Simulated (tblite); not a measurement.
Run report: C3H11AsSi, molecular dynamics (part 1 of 3)

- system: C3H11AsSi
- method: GFN2-xTB Langevin dynamics, gas phase (tblite 0.8.0)

It belongs to a series of runs on one base structure; here: H on As replaced by iPr.

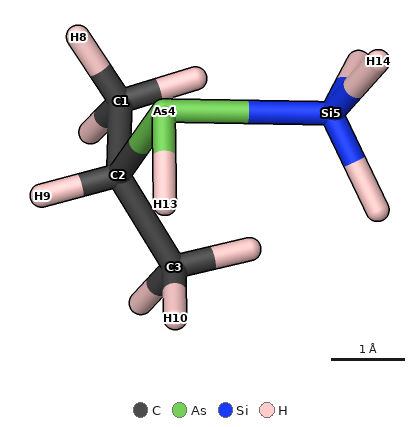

*The starting structure (stick view, seen at a tilt; atoms are numbered from 1 in the order of the input).*

Bond lengths as drawn: As–C 2.01 Å, As–H 1.51 Å, As–Si 2.33 Å, C–C 1.52 Å, C–H 1.09 to 1.10 Å and H–Si 1.47 Å.

### Input file
```
{"job": {"kind": "md", "xc": "GFN2-xTB", "basis": "xTB", "temperature": 300, "steps": 2000, "every": 50}, "charge": 0, "multiplicity": 1}
C     -1.608411     0.860784     0.436915
C     -0.904186    -0.491333     0.416215
C     -0.662920    -0.959538    -1.011396
As     0.755709    -0.387765     1.542494
Si     2.204303     0.685915     0.073977
H     -0.988498     1.622705    -0.037390
H     -2.558367     0.816304    -0.096294
H     -1.807139     1.172280     1.464461
H     -1.558220    -1.223594     0.910108
H     -0.119442    -1.905528    -1.022792
H     -1.610118    -1.106251    -1.532771
H     -0.083511    -0.221626    -1.565616
H      1.250516    -1.756986     1.140428
H      3.470073     0.952663     0.769762
H      2.549488    -0.038392    -1.157055
H      1.663126     1.989305    -0.342456
```

The first line tells a small driver script what to run in tblite; the rest is the geometry in Å.

Hardware: 1 CPU thread, shared host.

Command:
```bash
OMP_NUM_THREADS=1 python <driver script> task.json out
```

### The program's output
```
t/fs     T/K      E/eV
    0.0   244.0   -438.75586
   25.0    96.3   -438.42806
   50.0   182.8   -438.48422
   75.0   207.3   -438.47523
  100.0   242.5   -438.49253
  125.0   200.4   -438.40225
  150.0   170.0   -438.35872
  175.0   284.3   -438.49291
  200.0   289.7   -438.35348
  225.0   279.2   -438.29248
  250.0   233.8   -438.19890
  275.0   258.1   -438.37486
  300.0   331.1   -438.32195
  325.0   291.4   -438.14926
  350.0   258.3   -438.13286
  375.0   285.5   -438.15102
  400.0   250.8   -438.29746
  425.0   332.8   -438.37716
  450.0   242.1   -438.28380
  475.0   231.9   -438.37662
  500.0   180.9   -438.30582
  525.0   216.7   -438.39566
  550.0   174.7   -438.32581
  575.0   251.8   -438.33985
  600.0   256.7   -438.33571
  625.0   260.2   -438.29345
  650.0   246.1   -438.34529
  675.0   315.2   -438.32237
  700.0   195.2   -438.08524
  725.0   230.7   -438.10926
  750.0   298.5   -438.35438
  775.0   224.8   -438.22734
  800.0   322.8   -438.19514
  825.0   340.9   -438.24075
  850.0   410.5   -438.30550
  875.0   310.5   -438.11661
  900.0   306.0   -438.05222
  925.0   351.9   -438.17342
  950.0   349.5   -438.15037
  975.0   406.6   -438.27984
 1000.0   217.7   -437.88616
```

### Trajectory as extended XYZ (Å, eV, eV/Å), 41 frames, from step=0 to step=40
```
16
Properties=species:S:1:pos:R:3:forces:R:3 step=0 time_fs=0.0 energy=-438.75586 temperature=244.0
C    -1.6084    0.8608    0.4369   -0.0029  -0.0007   0.0059
C    -0.9042   -0.4913    0.4162   -0.0050   0.0049  -0.0027
C    -0.6629   -0.9595   -1.0114    0.0047   0.0014  -0.0002
As    0.7557   -0.3878    1.5425   -0.0047  -0.0017  -0.0036
Si    2.2043    0.6859    0.0740    0.0027  -0.0006   0.0042
H    -0.9885    1.6227   -0.0374    0.0019  -0.0009  -0.0009
H    -2.5584    0.8163   -0.0963    0.0012  -0.0014   0.0012
H    -1.8071    1.1723    1.4645   -0.0039   0.0028   0.0016
H    -1.5582   -1.2236    0.9101    0.0024  -0.0028   0.0001
H    -0.1194   -1.9055   -1.0228   -0.0029   0.0017  -0.0003
H    -1.6101   -1.1063   -1.5328    0.0053  -0.0004   0.0037
H    -0.0835   -0.2216   -1.5656    0.0008  -0.0021  -0.0007
H     1.2505   -1.7570    1.1404   -0.0021   0.0014  -0.0017
H     3.4701    0.9527    0.7698    0.0007   0.0026  -0.0002
H     2.5495   -0.0384   -1.1571    0.0022  -0.0026  -0.0049
H     1.6631    1.9893   -0.3425   -0.0003  -0.0018  -0.0015
16
Properties=species:S:1:pos:R:3:forces:R:3 step=1 time_fs=25.0 energy=-438.42806 temperature=96.3
C    -1.6529    0.8090    0.4079   -1.8446  -1.2065   0.0035
C    -0.9007   -0.5352    0.3715   -0.1283   0.6073  -0.0386
C    -0.7136   -0.9333   -1.0745   -0.2658  -0.1839  -1.0754
As    0.7463   -0.4090    1.5604    0.0618  -0.0820  -0.4962
Si    2.2312    0.6246    0.0728    0.3445  -0.2812  -0.6283
H    -1.0400    1.5550   -0.0235    0.4488   0.8998  -0.2959
H    -2.6487    0.7620   -0.1995    1.6270  -0.0095   0.9723
H    -1.9178    1.0522    1.4512    0.1198   0.0960  -0.4234
H    -1.4871   -1.2638    0.8911   -0.6346  -0.6773   0.3048
H    -0.0478   -1.7994   -1.2443   -0.1165   0.4523   0.3051
H    -1.6782   -1.2055   -1.6264    0.9861   0.5064   0.9460
H    -0.2953   -0.0360   -1.5559    0.0036  -0.5442  -0.2807
H     1.2109   -1.8225    1.2366   -0.0298   0.1637  -0.0056
H     3.5053    1.0762    0.6975   -0.3694  -0.1065  -0.0449
H     2.6853   -0.0910   -1.2038   -0.3206   0.2832   0.7514
H     1.5060    1.8122   -0.4140    0.1180   0.0822   0.0060
16
Properties=species:S:1:pos:R:3:forces:R:3 step=2 time_fs=50.0 energy=-438.48422 temperature=182.8
C    -1.7249    0.8048    0.5261   -0.6464  -0.1401  -1.5070
C    -1.0108   -0.5238    0.4071    1.3383   0.4285  -0.2397
C    -0.7206   -0.9164   -1.0499   -0.7238  -0.5804   0.3978
As    0.7123   -0.4560    1.5603   -0.5764   0.2404  -0.2975
Si    2.1867    0.5822    0.0727   -1.1498   1.0831   0.5073
H    -1.0200    1.5676    0.2259   -0.0370   0.5296   0.0935
H    -2.5728    0.8167   -0.2069    0.5337   0.1037   0.4885
H    -2.1546    1.0064    1.4922    0.1689  -0.0172   0.4355
H    -1.6122   -1.2609    0.8419   -0.9268  -1.3417   0.7714
H     0.0178   -1.7133   -1.0904    0.2893   0.0740   0.0355
H    -1.6005   -1.3528   -1.5827    0.3400   0.6855   0.4592
H    -0.3693   -0.0361   -1.5445    0.2429   0.2656  -0.6100
H     1.1397   -1.8272    1.1572    0.0824  -0.2395  -0.0672
H     3.2686    1.1420    0.8707    0.2558   0.0308   0.0200
H     2.6623   -0.2364   -0.9812    0.4581  -0.5729  -0.7693
H     1.4989    1.7782   -0.5764    0.3508  -0.5493   0.2820
16
Properties=species:S:1:pos:R:3:forces:R:3 step=3 time_fs=75.0 energy=-438.47523 temperature=207.3
C    -1.7647    0.8568    0.6115    1.4998  -0.2222   0.4583
C    -1.0191   -0.4887    0.4617    0.0202  -0.0812   0.8038
C    -0.7615   -0.8745   -0.9789    1.0389  -0.1512   0.2200
As    0.6661   -0.5352    1.5514   -0.0371   0.3882   0.1270
Si    2.1100    0.5850    0.0921    0.3972  -1.1833  -0.6641
H    -1.1221    1.7448    0.4662   -0.1192  -0.4905  -0.1386
H    -2.5336    0.8460   -0.0907   -1.2981   0.3174  -1.2741
H    -2.2255    0.9608    1.5804    0.0284  -0.1274   0.5108
H    -1.6709   -1.2598    0.9110    0.0641   0.0972  -0.0689
H    -0.1714   -1.8194   -1.0827   -0.1603   0.8127   0.2741
H    -1.6711   -1.0711   -1.4736   -1.1666  -0.0091  -0.7199
H    -0.2446   -0.0437   -1.4612    0.0483  -0.2677  -0.2180
H     1.0857   -1.8510    0.9858    0.0496  -0.1948   0.0048
H     3.2608    1.1124    0.8312    0.0123   0.0341  -0.0305
H     2.6351   -0.4570   -0.9497   -0.2360   0.7944   0.7301
H     1.5630    1.6332   -0.7548   -0.1415   0.2834  -0.0147
16
Properties=species:S:1:pos:R:3:forces:R:3 step=4 time_fs=100.0 energy=-438.49253 temperature=242.5
C    -1.7100    0.8859    0.6547   -0.1580  -0.6971   0.6742
C    -1.0600   -0.4929    0.4834   -0.4507   0.0058   1.2269
C    -0.8494   -0.8140   -0.9620   -0.3321   1.2711  -0.3008
As    0.6224   -0.5922    1.5648    0.1242  -0.5909  -0.0054
Si    2.0309    0.6067    0.1597    0.4057   0.6989   0.1452
H    -1.0312    1.6945    0.4652    0.4028   0.3008  -0.4871
H    -2.5563    0.9228   -0.0161   -0.2813   0.3549  -0.0201
H    -2.0352    1.0435    1.6918   -0.1695  -0.2204  -0.1681
H    -1.7594   -1.2833    0.9235    0.6032   0.8377  -0.4355
H    -0.5063   -1.7944   -1.0118    0.8001  -1.7286  -0.4249
H    -1.8037   -0.7667   -1.4669   -0.2658   0.0743  -0.4076
H    -0.1439   -0.1322   -1.4615   -0.2613  -0.2004   0.2019
H     1.0000   -2.0086    1.0012   -0.0624   0.5979   0.1804
H     3.1871    1.2225    0.9132   -0.5706  -0.1769  -0.1382
H     2.7718   -0.1503   -0.8599   -0.2585   0.0326  -0.1571
H     1.2479    1.7807   -0.4080    0.4743  -0.5599   0.1163
16
Properties=species:S:1:pos:R:3:forces:R:3 step=5 time_fs=125.0 energy=-438.40225 temperature=200.4
C    -1.6862    0.8843    0.6782   -0.8000  -0.8697   0.2873
C    -1.1250   -0.5304    0.4920    0.1131  -0.2657   0.4399
C    -0.8851   -0.7930   -0.9843   -0.7507  -0.5166   0.0023
As    0.5604   -0.6676    1.5941   -0.1614   0.8564   0.1556
Si    2.0152    0.6057    0.2711   -0.3222  -0.4028   0.2576
H    -0.9501    1.5515    0.3161    0.6344   0.8605  -0.5745
H    -2.6429    1.0721    0.1206    0.7534  -0.2927   0.7492
H    -1.7571    1.0872    1.7531   -0.5391   0.0224  -0.1634
H    -1.7666   -1.3313    0.9569    0.0369   0.7364  -0.6196
H    -0.4803   -1.8120   -1.1263   -0.4209   0.3746  -0.1376
H    -1.8583   -0.6436   -1.5104    0.7724  -0.4137   0.0759
H    -0.1661   -0.0959   -1.3925    0.0670   0.1996  -0.0736
H     0.9930   -1.9397    1.0469    0.1745  -0.8280  -0.4051
H     2.7643    1.2292    1.3599    0.5365   0.1095  -0.1849
H     2.6970    0.0202   -0.9010    0.1832  -0.0670   0.3627
H     1.3061    1.6952   -0.3617   -0.2771   0.4970  -0.1717
16
Properties=species:S:1:pos:R:3:forces:R:3 step=6 time_fs=150.0 energy=-438.35872 temperature=170.0
C    -1.6362    0.9190    0.6441   -0.6558  -0.1623   0.0582
C    -1.1113   -0.4960    0.5019   -0.1844  -0.7713   0.0430
C    -0.9207   -0.8150   -0.9870   -0.2802  -0.0471  -0.0822
As    0.4910   -0.7614    1.6461    0.6839  -0.1467  -0.3828
Si    1.9563    0.5885    0.3992    0.9711  -0.9136  -0.8254
H    -0.9905    1.5872    0.0832   -0.0579   0.1780  -0.0251
H    -2.6647    0.9744    0.2259    0.5637   0.1827   0.3563
H    -1.6322    1.2346    1.6962   -0.2062  -0.0178  -0.2124
H    -1.8000   -1.2465    0.9854   -0.0258   0.6394  -0.6967
H    -0.4886   -1.8321   -1.1250   -0.8303   0.4952  -0.0441
H    -1.8835   -0.6082   -1.5431    0.9574  -0.7643   0.5095
H    -0.1846   -0.1458   -1.4314    0.0353   0.1606   0.0992
H     0.9275   -2.0471    0.8680   -0.1133   0.5114   0.3668
H     3.0889    1.2575    1.0536   -0.2631   0.1372   0.2807
H     2.8178   -0.4166   -0.4513   -0.7755   0.7891   0.3495
H     1.3272    1.6081   -0.4896    0.1813  -0.2704   0.2054
16
Properties=species:S:1:pos:R:3:forces:R:3 step=7 time_fs=175.0 energy=-438.49291 temperature=284.3
C    -1.6082    0.9964    0.6343   -0.0347  -0.0713   0.7727
C    -1.1685   -0.4519    0.5028    0.2926  -0.6269  -0.4438
C    -0.9134   -0.8713   -0.9636    0.2152   1.3805   0.4122
As    0.4638   -0.8450    1.6842   -0.1418   0.5327  -0.6348
Si    1.9698    0.5238    0.4634   -1.1884   0.7285   0.9727
H    -1.0444    1.6826    0.0215    0.4624   0.0679   0.0418
H    -2.6294    1.1034    0.3286   -0.6983   0.0006  -0.2347
H    -1.5739    1.3022    1.6995    0.1547  -0.0004  -0.4832
H    -2.0172   -1.0945    0.8290    0.4657   0.2246   0.1838
H    -0.6323   -1.9026   -0.9844    0.0839  -0.5286  -0.2560
H    -1.8004   -0.6739   -1.5346   -0.6745  -0.3335  -0.2720
H    -0.1597   -0.2479   -1.4766    0.0797  -0.3468   0.5320
H     0.9309   -2.0043    0.8482   -0.1116  -0.1945   0.0563
H     2.6703    1.4014    1.4113    0.1321  -0.0696  -0.0375
H     2.8417   -0.2367   -0.3317    1.0276  -0.7685  -0.6739
H     1.3607    1.4541   -0.5041   -0.0644   0.0052   0.0644
16
Properties=species:S:1:pos:R:3:forces:R:3 step=8 time_fs=200.0 energy=-438.35348 temperature=289.7
C    -1.6174    0.9623    0.6242   -0.1049   0.5476  -0.3682
C    -1.2276   -0.5030    0.5896    0.9531  -0.0963  -1.0803
C    -0.9997   -0.9290   -0.8905   -0.0296  -0.0503   1.1368
As    0.4674   -0.9217    1.6661   -0.6456   0.0425  -0.0394
Si    1.9300    0.5155    0.5642    1.1360  -0.9367   0.0012
H    -0.9682    1.5936   -0.0125    0.1077  -0.2507   0.8380
H    -2.5923    1.1335    0.1980   -0.6434  -0.3610  -0.5196
H    -1.7759    1.3340    1.6320    0.7499   0.1513   0.2704
H    -2.1021   -1.0685    0.8999    0.1026  -0.3167   0.5401
H    -0.9118   -2.0067   -0.9785    0.0446  -0.1294   0.0372
H    -1.8747   -0.6065   -1.3809   -1.0725   0.1477  -0.9930
H    -0.1650   -0.4658   -1.3887    0.4287   0.1965   0.1430
H     0.7365   -2.1830    0.8736    0.0937   0.1515  -0.0233
H     2.3785    1.4277    1.6060    0.0126   0.3207   0.1082
H     3.2564   -0.0570    0.0172   -0.9009   0.1781   0.3631
H     1.4014    1.2288   -0.5657   -0.2320   0.4052  -0.4143
16
Properties=species:S:1:pos:R:3:forces:R:3 step=9 time_fs=225.0 energy=-438.29248 temperature=279.2
C    -1.5831    0.8898    0.7261   -1.0103   1.1019  -0.7264
C    -1.2141   -0.5708    0.6692    0.2416   0.6828  -2.0538
C    -1.1144   -0.9709   -0.8250   -0.4120  -0.6817  -0.0973
As    0.4405   -0.9895    1.6056    0.7797  -0.4340   0.2912
Si    1.8987    0.5519    0.6946    0.1327  -0.1131  -0.9187
H    -0.8150    1.4931    0.2084   -0.2961  -0.0561   0.7308
H    -2.5457    1.1695    0.2254    0.5653  -0.7676  -0.3403
H    -1.8586    1.2161    1.7182    0.8874   0.2003   0.6616
H    -1.9617   -1.1079    1.1649   -1.4363  -1.0696   0.5704
H    -0.8047   -2.0404   -0.9406   -0.5953   0.6111   0.1484
H    -2.0565   -0.7810   -1.4364    1.1203  -0.2115   0.9142
H    -0.2847   -0.4155   -1.2444   -0.0491   0.3230  -0.3290
H     0.8712   -2.0414    0.5663   -0.0327   0.1802   0.3648
H     2.1874    1.6667    1.5559    0.1382   0.3746   0.5323
H     3.1826   -0.1527    0.4050   -0.3320   0.2871  -0.0244
H     1.4065    1.2867   -0.5317    0.2985  -0.4274   0.2761
16
Properties=species:S:1:pos:R:3:forces:R:3 step=10 time_fs=250.0 energy=-438.19890 temperature=233.8
C    -1.6242    0.9016    0.8520   -0.2204  -0.0531  -1.9931
C    -1.3153   -0.5843    0.6062    0.7678   0.9020  -1.2919
C    -1.2800   -1.0072   -0.8616   -0.0232   0.2692  -1.0164
As    0.3763   -1.0238    1.5879    0.3122  -0.0812   0.0690
Si    1.8532    0.5987    0.8098   -0.8137   0.3451   0.4308
H    -0.7841    1.5510    0.5832   -0.2002  -0.1461   0.1244
H    -2.5402    1.3226    0.3909    0.4487  -0.6049  -0.6756
H    -1.8983    0.9849    1.8385    0.1036   0.3701   2.7159
H    -2.0354   -1.1581    1.1008   -1.4736  -0.8863   0.7380
H    -1.0220   -2.0750   -0.9486   -0.3995   0.1945   0.1473
H    -2.2606   -0.8236   -1.4738    1.7333  -0.1092   1.2068
H    -0.4062   -0.4989   -1.3339   -0.8614  -0.0072  -0.0543
H     0.9443   -2.0888    0.6662   -0.2299   0.0639  -0.0607
H     1.7151    1.6126    1.9216    0.1781  -0.0933  -0.6084
H     3.1833    0.0676    0.8781    0.6509  -0.1715  -0.0195
H     1.6587    1.1718   -0.5447    0.0272   0.0079   0.2877
16
Properties=species:S:1:pos:R:3:forces:R:3 step=11 time_fs=275.0 energy=-438.37486 temperature=258.1
C    -1.6854    0.8184    0.9138   -1.5065  -0.2906   0.4133
C    -1.3410   -0.6454    0.6100    0.2194   0.7960  -0.0166
C    -1.2875   -0.9698   -0.8828   -1.2018   1.9307   0.5602
As    0.3097   -1.0340    1.6008    0.5992  -0.7000   0.0615
Si    1.8279    0.6104    0.9583    1.0698  -1.0757  -0.4799
H    -0.9680    1.4953    0.5155    0.6177   0.4939  -0.2217
H    -2.6649    1.0626    0.4806    0.1327   0.0413  -0.1737
H    -1.8425    1.0145    2.0029    0.5107  -0.3159  -0.5810
H    -2.1602   -1.2273    1.0025   -0.2742  -0.4520   0.4227
H    -1.2475   -2.0001   -1.0383    0.2643  -1.6467  -0.1909
H    -2.2752   -0.6260   -1.2626    0.7137  -0.0464  -0.3528
H    -0.4626   -0.4779   -1.3824   -0.0049   0.1747  -0.1469
H     0.7936   -1.9947    0.5004    0.1039   0.1889   0.3814
H     1.8418    1.8802    1.6022   -0.1781   0.7019   0.7594
H     3.2389    0.0156    1.1532   -0.8818   0.2948   0.0225
H     1.9069    1.0629   -0.4238   -0.1841  -0.0950  -0.4576
16
Properties=species:S:1:pos:R:3:forces:R:3 step=12 time_fs=300.0 energy=-438.32195 temperature=331.1
C    -1.8782    0.7815    0.8966    0.0051   0.3630   1.7475
C    -1.4944   -0.6445    0.6076    0.9822  -0.5247   0.5871
C    -1.2945   -0.8813   -0.8685    1.4566   0.2569   0.4941
As    0.2501   -1.0237    1.6283   -0.0278  -0.3487   0.0647
Si    1.8602    0.5903    1.0683   -1.4095   0.1137  -0.0744
H    -1.2899    1.4547    0.3318    0.6967   0.6298  -0.8131
H    -2.9076    0.9650    0.6641   -0.6511   0.1247  -0.0368
H    -1.6885    1.1159    1.9746   -0.3980  -0.7574  -1.0149
H    -2.2691   -1.3441    0.9867    0.3573   0.3025  -0.0608
H    -1.0598   -1.9110   -1.0791    0.1692  -0.3573  -0.0546
H    -2.1457   -0.6084   -1.3798   -2.1328   0.3782  -1.2267
H    -0.5133   -0.2276   -1.2808    0.1683  -0.2637   0.2598
H     0.9267   -1.9800    0.6355   -0.3576   0.0987   0.1147
H     1.4700    1.7802    1.8898    0.3152  -0.1479  -0.4312
H     3.0332   -0.0123    1.6476    0.6021  -0.0088  -0.0015
H     1.9191    0.8453   -0.3988    0.2240   0.1408   0.4461
```
